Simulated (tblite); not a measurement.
# C$_{3}$H$_{4}$S$_{3}$: molecular dynamics (part 2 of 2)

Continued. System: C$_{3}$H$_{4}$S$_{3}$. Method: GFN2-xTB Langevin dynamics, gas phase (tblite 0.8.0). 

Geometry of the input (Å):
```
S  2.6595  -1.0612  -0.3802
C  1.1217  -0.5761  -0.1937
C  0.7716  0.7186  0.4713
S  -0.9025  0.6258  1.1662
C  -1.5197  -0.2753  -0.2745
S  -0.2417  -1.4810  -0.7771
H  0.8056  1.5285  -0.2651
H  1.4714  0.9440  1.2745
H  -2.4261  -0.8107  -0.0065
H  -1.7043  0.4060  -1.1050
```

Trajectory as extended XYZ, continued:
```
10
Properties=species:S:1:pos:R:3:forces:R:3 step=4900 time_fs=7350.0 energy=-494.09290 temperature=486.4
S     3.3967   -3.6393    0.1049    0.5150  -0.1720   0.0200
C     1.9877   -3.5687    0.8832   -1.2410   1.1270  -0.0150
C     0.7488   -3.2210    0.0506   -0.0690  -1.5010   0.0680
S    -0.8303   -3.6986    0.9604    1.2940   0.2590   0.0680
C    -0.1059   -3.6456    2.6654    0.1170  -0.0100   0.2300
S     1.7836   -3.6049    2.6289   -1.2660  -0.1120  -0.7120
H     0.7892   -3.9099   -0.8203   -0.1730   0.2110   0.3620
H     0.7323   -2.2237   -0.4122   -0.0050  -0.0840   0.8080
H    -0.5369   -2.7447    3.1355    0.6050  -0.2570  -0.0710
H    -0.4022   -4.5281    3.2838    0.2240   0.5390  -0.7580
10
Properties=species:S:1:pos:R:3:forces:R:3 step=5250 time_fs=7875.0 energy=-493.75184 temperature=411.1
S     3.4365   -3.5340    0.5045   -1.2210  -0.4310   0.7550
C     2.0297   -3.9473    1.2422   -1.2330   0.1960   0.4770
C     0.6104   -3.3958    0.8263    1.9530  -0.7210   1.4890
S    -0.6000   -4.6602    1.0258   -0.7610  -1.1860   0.1880
C    -0.1174   -4.9930    2.7861    1.6010   1.5060  -2.2970
S     1.7745   -5.0901    2.6168   -0.0730   1.1570  -0.3880
H     0.7003   -3.0955   -0.1509    0.0310   0.3210  -2.6320
H     0.2751   -2.5089    1.3257    0.2070   0.4950   0.9930
H    -0.5812   -4.1428    3.2568    0.5180  -0.0490   0.9150
H    -0.2732   -5.9580    3.1365   -1.0230  -1.2890   0.5010
10
Properties=species:S:1:pos:R:3:forces:R:3 step=5600 time_fs=8400.0 energy=-494.03802 temperature=340.2
S     3.3532   -3.2158    0.7469   -0.9910  -0.3090   0.0190
C     1.9431   -4.1012    0.9634    1.5440   2.4690  -1.0180
C     0.6640   -3.6498    0.3429   -0.0760  -1.1440  -0.0500
S    -0.3269   -5.2598   -0.0223    1.0600   1.5240  -0.0520
C     0.2643   -5.8278    1.5630   -0.4970  -0.7280   0.5080
S     2.0250   -5.4751    1.8662   -0.5040  -1.6020   0.6850
H     0.9412   -3.0831   -0.5270   -0.3070   0.0020  -0.6540
H     0.0898   -2.9971    0.9984   -0.1530  -0.2250   0.1630
H    -0.3253   -5.3288    2.2995   -0.2360   0.7350   0.7550
H     0.0474   -6.8649    1.7389    0.1610  -0.7220  -0.3550
10
Properties=species:S:1:pos:R:3:forces:R:3 step=5950 time_fs=8925.0 energy=-494.17056 temperature=240.6
S     3.1756   -3.3846    1.2911   -0.8410  -0.8160  -0.3740
C     1.9504   -4.4708    0.9533    1.5970   1.6970   0.6450
C     0.8550   -4.0738    0.0160    0.0740  -0.7550   1.2450
S     0.1000   -5.6266   -0.5233   -0.0620  -0.3650  -0.7080
C     0.4237   -6.5346    1.0300   -1.9670  -1.1150  -0.0820
S     1.8263   -5.9219    1.8794    0.7930   0.6450   0.0630
H     1.1766   -3.3568   -0.7271    0.0670  -0.3780  -0.3660
H     0.1037   -3.6032    0.6412   -0.3390   0.4380   0.1410
H    -0.4996   -6.4868    1.6730    0.7250   0.1460  -0.4080
H     0.5751   -7.6080    0.8046   -0.0470   0.5020  -0.1560
10
Properties=species:S:1:pos:R:3:forces:R:3 step=6300 time_fs=9450.0 energy=-494.23308 temperature=304.3
S     3.3338   -4.7627    2.1986    1.2190   0.4010   0.2660
C     1.8463   -5.3162    2.0209   -0.9140   0.7270  -0.8890
C     0.8070   -4.4386    1.3201   -0.3410   0.2160   1.3420
S    -0.5487   -5.5013    0.7810   -0.3080   0.2450   0.1920
C    -0.4276   -6.5745    2.2277   -0.8470  -0.5620   0.7520
S     1.3606   -6.9011    2.4396   -0.4290  -0.3830   0.3270
H     1.2219   -3.8888    0.4946    0.2970  -0.1250  -0.4910
H     0.4175   -3.6265    2.0071    0.2870  -0.9220  -0.2850
H    -0.8300   -6.1658    3.2394    0.4790  -0.4420  -1.7650
H    -0.9655   -7.5191    1.9332    0.5580   0.8450   0.5510
10
Properties=species:S:1:pos:R:3:forces:R:3 step=6650 time_fs=9975.0 energy=-494.07260 temperature=307.9
S     3.7165   -4.5822    1.6219   -1.9380  -0.3930   0.6630
C     2.1486   -4.7890    2.1853    1.1190   0.2420  -0.4200
C     1.3783   -3.7476    2.9022   -0.7330   0.8520   0.3870
S    -0.4103   -3.9459    2.3558    0.6950   1.4610   0.6360
C    -0.4029   -5.6414    2.8136    0.1700  -0.4960  -0.8230
S     1.1852   -6.2446    2.1289    0.9640  -0.8930  -0.5100
H     1.5956   -2.6801    2.7003    0.3020  -0.7450  -0.0330
H     1.4998   -3.9406    4.0048   -0.4300   0.2630  -0.7780
H    -0.3513   -5.7881    3.8917   -0.5470  -0.1910  -0.1240
H    -1.2001   -6.1136    2.1992    0.3970  -0.0990   1.0020
10
Properties=species:S:1:pos:R:3:forces:R:3 step=7000 time_fs=10500.0 energy=-494.21722 temperature=341.3
S     3.3459   -4.8224    1.7791   -0.4260   0.0620   0.1000
C     1.8611   -4.4757    2.3700    0.7560   0.6530   0.6910
C     1.7069   -3.5126    3.5582   -0.2830  -0.9450  -0.1300
S     0.1037   -2.7281    3.5034   -1.4580  -1.1140  -0.5210
C    -0.7642   -4.3344    2.9434   -0.6260   0.2220   0.1000
S     0.4013   -5.1939    1.7983   -0.3460   0.3720   0.4090
H     2.4384   -2.7294    3.6687    0.4410   0.1350  -0.5510
H     1.7496   -4.0746    4.4972    0.0460  -0.3280  -0.0550
H    -1.0454   -5.0328    3.7818    0.6290   0.8410  -0.5590
H    -1.7298   -4.1241    2.3893    1.2660   0.1020   0.5160
10
Properties=species:S:1:pos:R:3:forces:R:3 step=7350 time_fs=11025.0 energy=-494.12133 temperature=195.4
S     2.7999   -5.2128    2.9141   -0.4460   0.3230   0.3440
C     1.3904   -4.4163    2.7099    0.3850   0.9420  -0.2780
C     0.7338   -3.4334    3.7061   -0.3180  -1.0030  -0.7560
S    -0.5089   -2.3856    2.7235    1.1390  -0.4210   1.2280
C    -0.9442   -3.8186    1.7260   -0.9360   0.1470   0.9220
S     0.5933   -4.5213    1.1369    0.0700  -0.4750   0.6100
H     1.4500   -2.8137    4.2884   -0.5720  -0.4810  -0.6230
H     0.1711   -4.1411    4.3684    0.1800   0.9010  -0.1220
H    -1.5834   -4.4714    2.3812    0.7650   0.0840  -0.7410
H    -1.5370   -3.4354    0.9201   -0.2650  -0.0160  -0.5850
10
Properties=species:S:1:pos:R:3:forces:R:3 step=7700 time_fs=11550.0 energy=-494.19772 temperature=250.4
S     3.0097   -5.3314    2.4107   -0.7090   0.3240  -0.3670
C     1.4815   -4.7185    2.4588    0.5550  -0.5310  -0.8290
C     0.9724   -4.2702    3.7458   -0.3340   1.6870   0.5110
S    -0.6987   -3.5012    3.6175    0.0640  -0.3430   0.0830
C    -1.2106   -4.4682    2.1813   -0.5520   0.5380  -1.1910
S     0.3300   -4.6371    1.1349   -0.1040  -0.1210   0.2690
H     1.6275   -3.5041    4.2066   -0.2200  -0.0500  -0.3990
H     0.9968   -5.0560    4.4507   -0.3660  -1.1220   0.7830
H    -1.5625   -5.4958    2.3822    0.1510   0.5650   0.1570
H    -2.0293   -3.8852    1.5881    1.5130  -0.9460   0.9830
10
Properties=species:S:1:pos:R:3:forces:R:3 step=8050 time_fs=12075.0 energy=-494.21896 temperature=342.3
S     1.9400   -4.6949    1.1062    0.7150  -0.0010  -0.5260
C     0.6591   -4.1526    1.9036   -0.6640   0.1190   0.2990
C     0.7444   -3.4871    3.2252    0.9090   0.0820   0.4890
S    -0.8633   -3.2917    4.0336   -0.2380  -0.1630   0.1980
C    -1.6438   -4.6707    3.1291    1.7600  -0.0900  -0.1110
S    -0.9706   -4.4874    1.4349   -0.6300  -0.5060  -0.5090
H     1.1836   -2.4769    3.1888   -0.1320  -0.2600  -0.2300
H     1.4688   -4.1082    3.7829   -0.3980   0.2360   0.3830
H    -1.2875   -5.6356    3.5483   -0.4190   0.4970  -0.2630
H    -2.6927   -4.5830    3.0385   -0.9030   0.0870   0.2700
10
Properties=species:S:1:pos:R:3:forces:R:3 step=8400 time_fs=12600.0 energy=-493.99227 temperature=252.1
S     1.6869   -4.5793    0.6813    1.0110  -0.4230  -0.8290
C     0.4984   -4.1983    1.6557   -1.9960   0.8620   0.4190
C     0.6272   -3.3315    2.8392    2.2430   0.8050   1.1730
S    -0.9022   -3.2280    3.8185    0.9250   1.6650   1.3330
C    -1.8433   -4.4529    3.0379   -0.3330  -1.5220  -0.7060
S    -1.2235   -4.5583    1.3385    0.3520  -0.4990  -0.7620
H     0.9306   -2.2238    2.6399   -0.5460  -1.7460  -0.1080
H     1.5471   -3.7399    3.4371   -1.5670   0.5740  -0.5070
H    -1.6830   -5.4446    3.5123   -0.3390   0.3840  -0.2140
H    -2.9027   -4.1816    2.9734    0.2480  -0.1010   0.2010
```

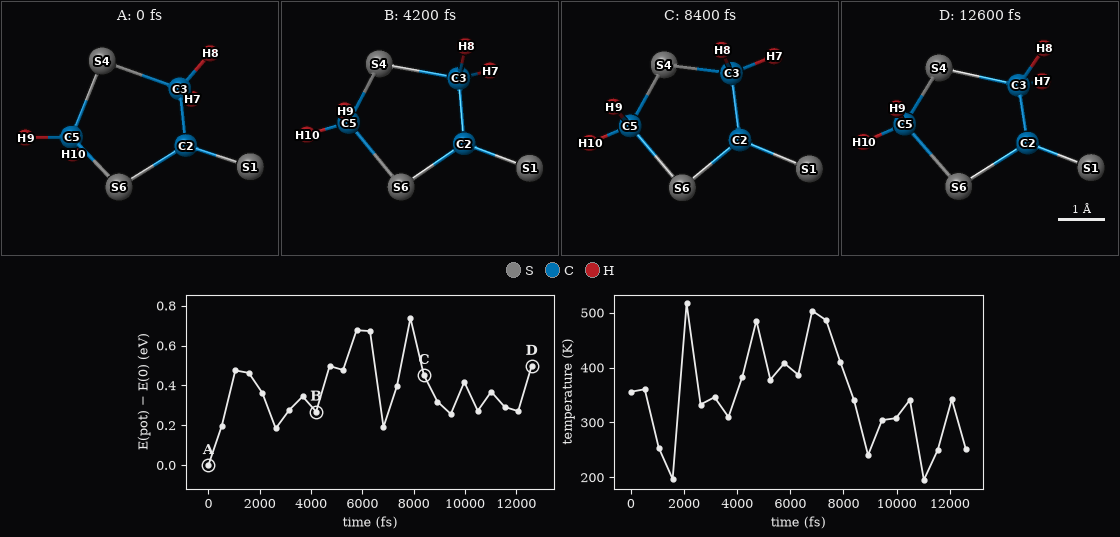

Fig. 1: Frames of the molecular dynamics (ball-and-stick, seen at a tilt) above the curves, on which the letters mark them. The trajectory kept here has 25 frames over 12600 fs. The temperature starts at 356 K, ranges from 195 to 517 K and averages 336 K over the second half. The potential energy ends 0.498 eV above its first value. After an unweighted best fit of the last frame on the first, the root-mean-square displacement is 0.59 Å, and S4 has moved furthest (0.96 Å).

Summary:

- outcome: finished
- mean temperature over the second half: 336 K
- trajectory: 25 frames kept, 12600 fs
- wall time: 74 s
- peak memory: 0.31 GiB
